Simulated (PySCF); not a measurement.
**Geometry relaxation, with input and output: C3H5Cl (charge +1) (part 1 of 2)**

C3H5Cl, charge +1, multiplicity 2, computed with HF/3-21G, UHF (PySCF 2.14.0).

The atoms were displaced at random from an optimised geometry. The geometry is that of the parent species in another charge or spin state. Figures and captions count atoms from 1; the log counts them from 0 in places.

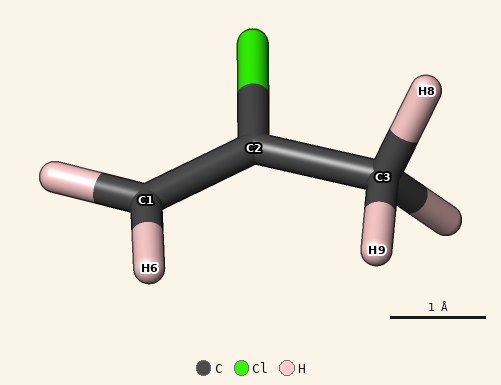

The starting structure (stick view, seen at a tilt; atoms are numbered from 1 in the order of the input).

## Input (input.py)
```python
from pyscf import gto, scf, symm
from pyscf.hessian import thermo
from pyscf.geomopt.geometric_solver import kernel as optimise

mol = gto.M(
    atom='''
C   -0.205619   1.312108  -0.488378
C   -0.137859  -0.011503  -0.465873
C    0.325370  -0.855947   0.657687
Cl  -0.791803  -0.942393  -1.790220
H   -0.605012   1.858374  -1.331263
H    0.165285   1.877417   0.373946
H   -0.477302  -1.515587   1.081679
H    1.156300  -1.460154   0.317539
H    0.671763  -0.176434   1.510915
''',
    basis='3-21g',
    max_memory=1860,
    spin=1,
    verbose=3,
    charge=1,
)

hf = scf.UHF(mol)
hf.conv_tol = 1e-10
hf = hf.newton()
converged, mol_eq = optimise(hf, maxsteps=80)
print('converged:', converged)
print(mol_eq.tostring())

hf.reset(mol_eq)
mol = mol_eq
hf.kernel()
e_tot = hf.e_tot
print(f'total energy: {e_tot:.8f} hartree')
hess = hf.Hessian().kernel()
modes = thermo.harmonic_analysis(mol, hess)
thermo.dump_normal_mode(mol, modes)
symm.geom.TOLERANCE = 1e-3  # for the symmetry number
th = thermo.thermo(hf, modes['freq_au'], 298.15, 101325)
thermo.dump_thermo(mol, th)
```

Run on 1 thread of Arm Neoverse V2, 24 GiB of memory available, shared host.

Run as:
```bash
OMP_NUM_THREADS=1 python input.py
```

## Log
```
#|     Arguments passed to driver run_optimizer():      |#
customengine              <pyscf.geomopt.geometric_solver.PySCFEngine object>
maxiter                   80
----------------------------------------------------------
Custom engine selected.
Bonds will be generated from interatomic distances less than 1.20 times sum of covalent radii
27 internal coordinates being used (instead of 27 Cartesians)
Internal coordinate system (atoms numbered from 1):
Distance 1-2
Distance 1-5
Distance 1-6
Distance 2-3
Distance 2-4
Distance 3-7
Distance 3-8
Distance 3-9
Angle 2-1-6
Angle 5-1-6
Angle 1-2-4
Angle 3-2-4
Angle 2-3-7
Angle 2-3-8
Angle 2-3-9
Angle 7-3-8
Angle 7-3-9
Angle 8-3-9
Out-of-Plane 1-2-5-6
Out-of-Plane 2-1-3-4
Dihedral 5-1-2-3
Dihedral 5-1-2-4
Dihedral 6-1-2-3
Dihedral 6-1-2-4
Dihedral 1-2-3-7
Dihedral 1-2-3-8
Dihedral 1-2-3-9
Dihedral 4-2-3-7
Dihedral 4-2-3-8
Dihedral 4-2-3-9
Translation-X 1-9
Translation-Y 1-9
Translation-Z 1-9
Rotation-A 1-9
Rotation-B 1-9
Rotation-C 1-9
<class 'geometric.internal.Distance'> : 8
<class 'geometric.internal.Angle'> : 10
<class 'geometric.internal.OutOfPlane'> : 2
<class 'geometric.internal.Dihedral'> : 10
<class 'geometric.internal.TranslationX'> : 1
<class 'geometric.internal.TranslationY'> : 1
<class 'geometric.internal.TranslationZ'> : 1
<class 'geometric.internal.RotationA'> : 1
<class 'geometric.internal.RotationB'> : 1
<class 'geometric.internal.RotationC'> : 1
> ===== Optimization Info: ====
> Job type: Energy minimization
> Maximum number of optimization cycles: 80
> Initial / maximum trust radius (Angstrom): 0.100 / 0.300
> Convergence Criteria:
> Will converge when all 5 criteria are reached:
>  |Delta-E| < 1.00e-06
>  RMS-Grad  < 3.00e-04
>  Max-Grad  < 4.50e-04
>  RMS-Disp  < 1.20e-03
>  Max-Disp  < 1.80e-03
> === End Optimization Info ===

Geometry optimization cycle 1
Cartesian coordinates (Angstrom)
 Atom        New coordinates             dX        dY        dZ
   C  -0.205619   1.312108  -0.488378    0.000000  0.000000  0.000000
   C  -0.137859  -0.011503  -0.465873    0.000000  0.000000  0.000000
   C   0.325370  -0.855947   0.657687    0.000000  0.000000  0.000000
  Cl  -0.791803  -0.942393  -1.790220    0.000000  0.000000  0.000000
   H  -0.605012   1.858374  -1.331263    0.000000  0.000000  0.000000
   H   0.165285   1.877417   0.373946    0.000000 -0.000000  0.000000
   H  -0.477302  -1.515587   1.081679    0.000000  0.000000  0.000000
   H   1.156300  -1.460154   0.317539    0.000000  0.000000  0.000000
   H   0.671763  -0.176434   1.510915    0.000000  0.000000  0.000000

WARN: Mole.unit (angstrom) is changed to Bohr

WARN: HOMO -0.241572259236257 >= LUMO -0.241572259236257

converged SCF energy = -572.808025824475  <S^2> = 0.75598535  2S+1 = 2.0059764
--------------- SecondOrderUHF_Scanner gradients ---------------
         x                y                z
0 C    -0.0051038139    -0.0878558361    -0.0064260294
1 C     0.0151973255     0.0968687077    -0.0041730006
2 C    -0.0049493582    -0.0298557721    -0.0453570077
3 Cl    -0.0007414326    -0.0055546538     0.0075314121
4 H    -0.0020202110     0.0027371590    -0.0048172926
5 H     0.0059987730     0.0048790745     0.0133244784
6 H    -0.0144649507    -0.0121666162     0.0163490871
7 H    -0.0010666919     0.0054656782    -0.0022399144
8 H     0.0071503598     0.0254822589     0.0258082671
----------------------------------------------
cycle 1: E = -572.808025824  dE = -572.808  norm(grad) = 0.150925
Step    0 : Gradient = 5.031e-02/9.814e-02 (rms/max) Energy = -572.8080258245
Hessian Eigenvalues: 2.30000e-02 2.30000e-02 2.62534e-02 ... 3.57268e-01 3.58840e-01 6.05719e-01

Geometry optimization cycle 2
Cartesian coordinates (Angstrom)
 Atom        New coordinates             dX        dY        dZ
   C  -0.210222   1.332978  -0.472606   -0.004603  0.020870  0.015772
   C  -0.193209  -0.062357  -0.458892   -0.055350 -0.050854  0.006981
   C   0.337604  -0.838818   0.687558    0.012234  0.017129  0.029871
  Cl  -0.796208  -0.939073  -1.848416   -0.004405  0.003320 -0.058196
   H  -0.597705   1.862403  -1.320693    0.007307  0.004029  0.010570
   H   0.163409   1.902360   0.355915   -0.001876  0.024943 -0.018031
   H  -0.446258  -1.481626   1.066287    0.031044  0.033961 -0.015392
   H   1.156654  -1.475006   0.362278    0.000354 -0.014852  0.044739
   H   0.687057  -0.214981   1.494601    0.015294 -0.038547 -0.016314
converged SCF energy = -572.8192129955  <S^2> = 0.75517757  2S+1 = 2.0051709
--------------- SecondOrderUHF_Scanner gradients ---------------
         x                y                z
0 C     0.0044974920    -0.0061428106     0.0089175222
1 C    -0.0070711428     0.0065478887    -0.0076992230
2 C     0.0009439884    -0.0010754342     0.0032116769
3 Cl    -0.0017801665    -0.0049523567    -0.0054165631
4 H     0.0002774200    -0.0007621618     0.0003926553
5 H    -0.0004807070     0.0023743445    -0.0014325286
6 H     0.0021139003     0.0056271628    -0.0007740700
7 H     0.0011961137     0.0024038392     0.0018123819
8 H     0.0003031018    -0.0040204720     0.0009881482
----------------------------------------------
cycle 2: E = -572.819212995  dE = -0.0111872  norm(grad) = 0.02079
Step    1 : Displace = 4.577e-02/7.549e-02 (rms/max) Trust = 1.000e-01 (=) Grad = 6.930e-03/1.234e-02 (rms/max) E (change) = -572.8192129955 (-1.119e-02) Quality = 0.919
Hessian Eigenvalues: 2.29967e-02 2.30005e-02 2.64302e-02 ... 3.57072e-01 3.64885e-01 5.75627e-01

Geometry optimization cycle 3
Cartesian coordinates (Angstrom)
 Atom        New coordinates             dX        dY        dZ
   C  -0.221510   1.361826  -0.502305   -0.011289  0.028848 -0.029699
   C  -0.168458  -0.040152  -0.411724    0.024751  0.022204  0.047168
   C   0.342359  -0.863643   0.703300    0.004755 -0.024825  0.015742
  Cl  -0.771601  -0.905042  -1.794314    0.024607  0.034031  0.054102
   H  -0.614307   1.872122  -1.359947   -0.016602  0.009718 -0.039254
   H   0.139749   1.953339   0.313272   -0.023659  0.050979 -0.042643
   H  -0.448618  -1.520614   1.054221   -0.002360 -0.038988 -0.012066
   H   1.141966  -1.510591   0.346118   -0.014687 -0.035585 -0.016160
   H   0.701542  -0.261364   1.517410    0.014485 -0.046383  0.022809
converged SCF energy = -572.818967580774  <S^2> = 0.75548049  2S+1 = 2.005473
--------------- SecondOrderUHF_Scanner gradients ---------------
         x                y                z
0 C    -0.0043070645     0.0022150806    -0.0108601837
1 C     0.0030637701     0.0001353692     0.0105032845
2 C    -0.0003915941    -0.0066475256     0.0003728581
3 Cl     0.0019666778     0.0032520525     0.0038268683
4 H     0.0005775544     0.0041194093     0.0015915251
5 H    -0.0010562722    -0.0013789246    -0.0022703927
6 H     0.0013167731     0.0009013129    -0.0004940100
7 H     0.0002867537    -0.0004969316     0.0008949477
8 H    -0.0014565985    -0.0020998428    -0.0035648973
----------------------------------------------
cycle 3: E = -572.818967581  dE = 0.000245415  norm(grad) = 0.0196434
Step    2 : Displace = 5.157e-02/7.051e-02 (rms/max) Trust = 1.414e-01 (+) Grad = 6.548e-03/1.189e-02 (rms/max) E (change) = -572.8189675808 (+2.454e-04) Quality = -0.202
Hessian Eigenvalues: 2.29925e-02 2.30001e-02 2.62730e-02 ... 3.58745e-01 5.74187e-01 6.99794e-01

Geometry optimization cycle 4
Cartesian coordinates (Angstrom)
 Atom        New coordinates             dX        dY        dZ
   C  -0.215252   1.349380  -0.489047    0.006259 -0.012446  0.013257
   C  -0.176351  -0.051620  -0.430611   -0.007893 -0.011467 -0.018888
   C   0.339387  -0.851127   0.697441   -0.002972  0.012516 -0.005859
  Cl  -0.780901  -0.915244  -1.816086   -0.009300 -0.010202 -0.021772
   H  -0.606998   1.863388  -1.344898    0.007308 -0.008734  0.015049
   H   0.150053   1.927931   0.336290    0.010303 -0.025408  0.023018
   H  -0.447263  -1.509866   1.060275    0.001354  0.010748  0.006054
   H   1.143722  -1.496861   0.349081    0.001756  0.013730  0.002963
   H   0.694726  -0.230101   1.503588   -0.006816  0.031263 -0.013822
converged SCF energy = -572.819823535538  <S^2> = 0.75536931  2S+1 = 2.0053621
--------------- SecondOrderUHF_Scanner gradients ---------------
         x                y                z
0 C    -0.0010086413     0.0005351026    -0.0034441319
1 C     0.0004155858     0.0002105087     0.0037279690
2 C     0.0005581904    -0.0029717872     0.0006168112
3 Cl     0.0006162322     0.0008043330     0.0008044701
4 H     0.0001627651     0.0014939981     0.0006378497
5 H    -0.0004540345    -0.0001480236    -0.0009171402
6 H     0.0001735270     0.0005645919    -0.0003130933
7 H     0.0000756121     0.0001455419     0.0002344764
8 H    -0.0005392368    -0.0006342654    -0.0013472111
----------------------------------------------
cycle 4: E = -572.819823536  dE = -0.000855955  norm(grad) = 0.00672676
Step    3 : Displace = 2.355e-02/3.575e-02 (rms/max) Trust = 2.578e-02 (-) Grad = 2.242e-03/3.757e-03 (rms/max) E (change) = -572.8198235355 (-8.560e-04) Quality = 1.007
Hessian Eigenvalues: 2.29925e-02 2.30000e-02 2.62840e-02 ... 3.58859e-01 5.73599e-01 6.80825e-01

Geometry optimization cycle 5
Cartesian coordinates (Angstrom)
 Atom        New coordinates             dX        dY        dZ
   C  -0.212883   1.343350  -0.482960    0.002368 -0.006030  0.006087
   C  -0.178013  -0.056759  -0.441710   -0.001662 -0.005139 -0.011098
   C   0.337468  -0.843266   0.693742   -0.001919  0.007861 -0.003699
  Cl  -0.786780  -0.919135  -1.825796   -0.005878 -0.003891 -0.009710
   H  -0.602941   1.858981  -1.338588    0.004057 -0.004407  0.006309
   H   0.154419   1.912396   0.349209    0.004366 -0.015535  0.012919
   H  -0.444935  -1.504879   1.063459    0.002328  0.004987  0.003184
   H   1.143689  -1.490622   0.351681   -0.000033  0.006239  0.002601
   H   0.691099  -0.214185   1.496995   -0.003627  0.015916 -0.006593
converged SCF energy = -572.819932970595  <S^2> = 0.75533742  2S+1 = 2.0053303
--------------- SecondOrderUHF_Scanner gradients ---------------
         x                y                z
0 C     0.0000183260    -0.0002921286     0.0001851124
1 C     0.0000312452     0.0001935990    -0.0002922133
2 C     0.0001127246    -0.0002036428     0.0001746114
3 Cl    -0.0000477587     0.0000091427    -0.0000694188
4 H    -0.0000137982     0.0000007769    -0.0000164248
5 H     0.0000225386     0.0000522663    -0.0000108194
6 H    -0.0000101854     0.0000413324     0.0000464135
7 H    -0.0000815151     0.0001201262    -0.0000423672
8 H    -0.0000315769     0.0000785279     0.0000251062
----------------------------------------------
cycle 5: E = -572.819932971  dE = -0.000109435  norm(grad) = 0.000611625
Step    4 : Displace = 1.226e-02/2.065e-02 (rms/max) Trust = 3.646e-02 (+) Grad = 2.039e-04/3.519e-04 (rms/max) E (change) = -572.8199329706 (-1.094e-04) Quality = 0.966
Hessian Eigenvalues: 2.29813e-02 2.29957e-02 2.63911e-02 ... 3.58901e-01 5.75358e-01 7.12224e-01

Geometry optimization cycle 6
Cartesian coordinates (Angstrom)
 Atom        New coordinates             dX        dY        dZ
   C  -0.212947   1.344018  -0.483167   -0.000063  0.000668 -0.000207
   C  -0.178092  -0.056274  -0.440964   -0.000080  0.000485  0.000746
   C   0.337539  -0.843339   0.693741    0.000071 -0.000073 -0.000002
  Cl  -0.786489  -0.919175  -1.824856    0.000291 -0.000039  0.000940
   H  -0.602850   1.858724  -1.339378    0.000091 -0.000257 -0.000790
   H   0.153782   1.913534   0.348915   -0.000637  0.001138 -0.000293
   H  -0.445041  -1.505132   1.062807   -0.000106 -0.000253 -0.000652
   H   1.143502  -1.491158   0.351425   -0.000187 -0.000536 -0.000256
   H   0.691719  -0.215318   1.497508    0.000620 -0.001133  0.000513
converged SCF energy = -572.819933486266  <S^2> = 0.75533755  2S+1 = 2.0053304
--------------- SecondOrderUHF_Scanner gradients ---------------
         x                y                z
0 C     0.0000285992    -0.0000340702     0.0000494992
1 C    -0.0000531099     0.0000785599    -0.0000893420
2 C     0.0000290368    -0.0001050219     0.0000536659
3 Cl     0.0000156123     0.0000122822     0.0000122014
4 H    -0.0000191141    -0.0000396227    -0.0000113689
5 H     0.0000093154     0.0000292615    -0.0000041649
6 H    -0.0000081131     0.0000229993    -0.0000084029
7 H    -0.0000013659     0.0000184925    -0.0000056676
8 H    -0.0000008608     0.0000171194     0.0000035798
----------------------------------------------
cycle 6: E = -572.819933486  dE = -5.15671e-07  norm(grad) = 0.000202663
```

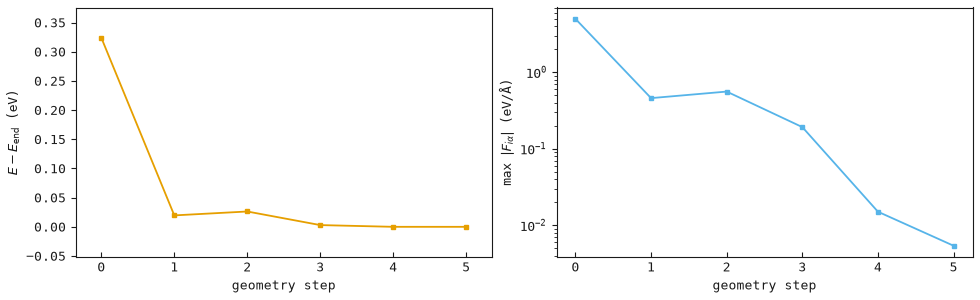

Progress of the relaxation, step by step (steps are counted from 0).

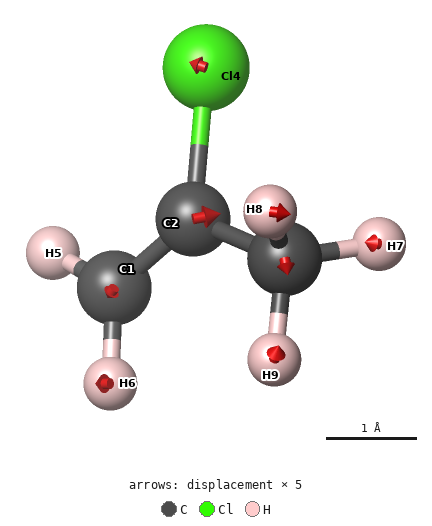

The starting structure with the displacements as red arrows, magnified 5 times (ball-and-stick view, seen at a tilt). The two geometries are laid on each other by the best rigid fit. C2 moves most after the best rigid fit: 0.065 Å. By element the largest moves are C 0.065 Å, H 0.048 Å, Cl 0.042 Å. Among the contacts that change: C1–C2 1.326 → 1.401 Å, C3–H9 1.144 → 1.080 Å, C3–H7 1.122 → 1.089 Å, C1–H6 1.096 → 1.073 Å. Among the angles that change: C3–C2–Cl4 112.9° → 118.0°, C2–C3–H7 113.5° → 109.5°, H7–C3–H8 109.9° → 106.1°. The energy falls by 0.324 eV in 5 geometry steps. Largest force component: 5 eV/Å at the start, 0.0054 eV/Å at the end. (Atoms are counted from 1 in the order of the input.)

```
Step    5 : Displace = 9.177e-04/1.390e-03 (rms/max) Trust = 5.157e-02 (+) Grad = 6.755e-05/1.303e-04 (rms/max) E (change) = -572.8199334863 (-5.157e-07) Quality = 1.025
Hessian Eigenvalues: 2.29813e-02 2.29957e-02 2.63911e-02 ... 3.58901e-01 5.75358e-01 7.12224e-01
Converged! =D

converged: True
C          -0.21294691        1.34401834       -0.48316709
C          -0.17809219       -0.05627406       -0.44096383
C           0.33753932       -0.84333886        0.69374080
Cl         -0.78648885       -0.91917454       -1.82485559
H          -0.60285017        1.85872397       -1.33937839
H           0.15378157        1.91353406        0.34891533
H          -0.44504122       -1.50513172        1.06280742
H           1.14350241       -1.49115796        0.35142514
H           0.69171904       -0.21531824        1.49750822

WARN: HOMO -0.220293963393632 >= LUMO -0.220293963393632
```
